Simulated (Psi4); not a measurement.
**GeH2S (SMILES [SH][GeH]) at MP2/cc-pVTZ**

Aim: the vertical ionisation energy of GeH2S at MP2/cc-pVTZ, from 2 runs. 

The calculation is run with Psi4 1.11.

3 further runs of the same task are left out: 1 that didn't finish, 2 set aside as unsound or not needed.

## 1. The molecule

GeH2S: 4 atoms, total charge 0, spin state singlet. SMILES: `[SH][GeH]`. Geometry: relaxed at PBE0-D4/def2-TZVP.

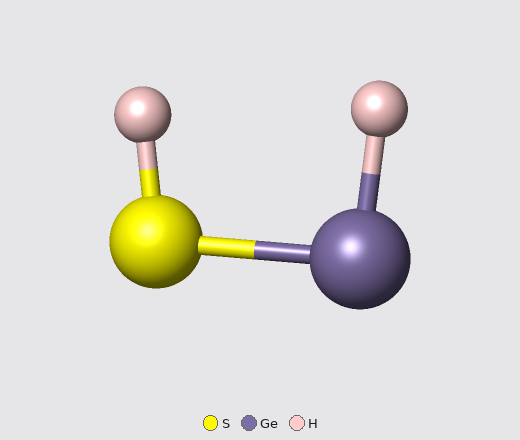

Viewed from a chosen angle; sulfur yellow, germanium purple, hydrogen pink.

## 2. The energy at MP2/cc-pVTZ

geh2s.py reads:

```python
import psi4

psi4.set_memory(1600000000)
psi4.set_num_threads(1)
psi4.set_output_file('geh2s.out', False)

m = psi4.geometry("""
0 1
S     -0.83771559    -2.27107286     0.51343859
Ge    -1.59058248     1.39442891    -1.40520035
H      1.47247460    -1.81810550     1.45735679
H      1.06051430     2.58117691    -0.60357852
units au
symmetry c1
""")

psi4.set_options({
    'basis': 'cc-pVTZ',
    'puream': True,
    'e_convergence': 1e-09,
    'd_convergence': 1e-08,
    'scf_type': 'pk',
    'num_frozen_docc': 14,
    'mp2_type': 'conv',
})

result, w = psi4.energy('mp2', return_wfn=True)
print('E =', round(result, 9))
```

Started as:

```
$ python geh2s.py
```

geh2s.out, cut to the lines that bear on the results:

```text
[...]
  Running in c1 symmetry.
[...]
  Nuclear repulsion =  147.947927365054511
[...]
  Multiplicity = 1
[...]
  Nalpha       = 25
  Nbeta        = 25
[...]
    Number of basis functions: 105
[...]
   @RHF iter   1: -2472.88927446288608   -3.23188e+00   1.90915e-02 DIIS/ADIIS
[...]
   @RHF iter  13: -2474.12144710946131   -1.04592e-11   4.89140e-09 DIIS
[...]
    Orbital Energies [Eh]
    ---------------------
    Doubly Occupied:
       1A   -405.252362     2A    -91.956834     3A    -52.158137
       4A    -46.245401     5A    -46.244019     6A    -46.243247
       7A     -8.959897     8A     -7.201124     9A     -6.640912
      10A     -6.639850    11A     -6.639524    12A     -5.177175
      13A     -5.172438    14A     -5.168933    15A     -1.653216
      16A     -1.651331    17A     -1.646502    18A     -1.643422
      19A     -1.639797    20A     -0.964414    21A     -0.657603
      22A     -0.549681    23A     -0.418222    24A     -0.390210
      25A     -0.347553
[...]
  @RHF Final Energy: -2474.12144710946131
   => Energetics <=
    Nuclear Repulsion Energy =            147.9479273650545110
    One-Electron Energy =               -3741.6151433924405865
    Two-Electron Energy =                1119.5457689179249883
    Total Energy =                      -2474.1214471094608598
[...]
 Multipole Moments:
 ------------------------------------------------------------------------------------
     Multipole            Electronic (a.u.)      Nuclear  (a.u.)        Total (a.u.)
 ------------------------------------------------------------------------------------
 L = 1.  Multiply by 2.5417464519 to convert [e a0] to [Debye]
 Dipole X            :         -3.6332308            3.9383739            0.3051431
 Dipole Y            :          5.8092628           -5.4256735            0.3835893
 Dipole Z            :         -4.2399674            4.2278567           -0.0121107
 Magnitude           :                                                    0.4903057
[...]
	SCS-MP2 Total Energy (a.u.)        : -2474.46769627893900
	SOS-MP2 Total Energy (a.u.)        : -2474.43891694512786
	SCSN-MP2 Total Energy (a.u.)       : -2474.27340199198215
[...]
	SOS-PI-MP2 Total Energy (a.u.)     : -2474.49182858440599
[...]
	MP2 Total Energy (a.u.)            : -2474.47234330728270
[...]
```

Standard output:

```text
E = -2474.472343307
```

Run time: 64 s. Hardware: 1 thread of AMD EPYC 7R43 (Zen 3), shared host; peak memory 1.2 GiB.

## 3. The doublet cation at the same level

input.dat reads:

```
memory 1600 mb

molecule {
  1 2
  S     -0.83771559    -2.27107286     0.51343859
  Ge    -1.59058248     1.39442891    -1.40520035
  H      1.47247460    -1.81810550     1.45735679
  H      1.06051430     2.58117691    -0.60357852
  units au
  symmetry c1
}

set globals {
  basis cc-pVTZ
  reference uhf
  puream true
  e_convergence 1e-09
  d_convergence 1e-08
  scf_type pk
  num_frozen_docc 14
  mp2_type conv
  maxiter 200
}

e, wfn = energy('mp2', return_wfn=True)
```

Started as:

```
$ psi4 -i input.dat -o output.dat -n 1
```

output.dat, cut to the lines that bear on the results:

```text
[...]
  Running in c1 symmetry.
[...]
  Nuclear repulsion =  147.947927365054511
[...]
  Multiplicity = 2
[...]
  Nalpha       = 25
  Nbeta        = 24
[...]
    Number of basis functions: 105
[...]
   @UHF iter   1: -2472.56711894107775   -2.90973e+00   1.88458e-02 ADIIS/DIIS
[...]
   @UHF iter  21: -2473.80876455049747   -6.82121e-12   6.66221e-09 DIIS
[...]
   @S^2 Observed:                7.733706236E-01
[...]
    Orbital Energies [Eh]
    ---------------------
    Alpha Occupied:
       1A   -405.556122     2A    -92.193922     3A    -52.459646
       4A    -46.547029     5A    -46.546610     6A    -46.544688
       7A     -9.194200     8A     -7.504460     9A     -6.876111
      10A     -6.873889    11A     -6.872145    12A     -5.479189
      13A     -5.477709    14A     -5.471390    15A     -1.954197
      16A     -1.952026    17A     -1.949573    18A     -1.946317
      19A     -1.943141    20A     -1.193600    21A     -0.936873
      22A     -0.784358    23A     -0.676323    24A     -0.646361
      25A     -0.601446
    Alpha Virtual:
[...]
  @UHF Final Energy: -2473.80876455049747
   => Energetics <=
    Nuclear Repulsion Energy =            147.9479273650545110
    One-Electron Energy =               -3727.9809499351958948
    Two-Electron Energy =                1106.2242580196439121
    Total Energy =                      -2473.8087645504974716
  UHF NO Occupations:
  HONO-2 :   23  A 1.9973052
  HONO-1 :   24  A 1.9923228
[...]
 Multipole Moments:
 ------------------------------------------------------------------------------------
     Multipole            Electronic (a.u.)      Nuclear  (a.u.)        Total (a.u.)
 ------------------------------------------------------------------------------------
 L = 1.  Multiply by 2.5417464519 to convert [e a0] to [Debye]
 Dipole X            :         -3.7018302            3.9383739            0.2365437
 Dipole Y            :          6.2322260           -5.4256735            0.8065525
 Dipole Z            :         -4.4523729            4.2278567           -0.2245162
 Magnitude           :                                                    0.8699927
[...]
	SCS-MP2 Total Energy (a.u.)        : -2474.12309913761192
	SOS-MP2 Total Energy (a.u.)        : -2474.09620478995294
	SCSN-MP2 Total Energy (a.u.)       : -2473.95076670613525
[...]
	SOS-PI-MP2 Total Energy (a.u.)     : -2474.14411149652869
[...]
	MP2 Total Energy (a.u.)            : -2474.12898112635321
[...]
```

Wall time 66 s (1 thread of AMD EPYC 7R43 (Zen 3), shared host); peak memory 1.2 GiB.

## 4. Outcome

At MP2/cc-pVTZ, 14 core orbitals frozen:

| quantity | value |
| --- | --- |
| singlet GeH2S: total energy | -2474.47234 Eh |
| singlet GeH2S: HOMO energy (Hartree–Fock orbitals) | -9.46 eV |
| singlet GeH2S: LUMO energy (Hartree–Fock orbitals) | 0.38 eV |
| singlet GeH2S: HOMO–LUMO gap (Hartree–Fock orbitals) | 9.84 eV |
| singlet GeH2S: correlation energy (14 core orbitals frozen) | -350.9 mEh |
| doublet cation: total energy | -2474.12898 Eh |
| doublet cation: HOMO energy (Hartree–Fock orbitals) (highest over α and β) | -16.37 eV |
| doublet cation: LUMO energy (Hartree–Fock orbitals) (lowest over α and β) | -7.62 eV |
| doublet cation: correlation energy (14 core orbitals frozen) | -320.2 mEh |
| doublet cation: ⟨S²⟩ of the reference determinant | 0.773 |
| vertical ionisation energy (to the doublet cation) | 9.343 eV |

**Reading.** Removing an electron at fixed nuclei costs 9.34 eV (901 kJ/mol).
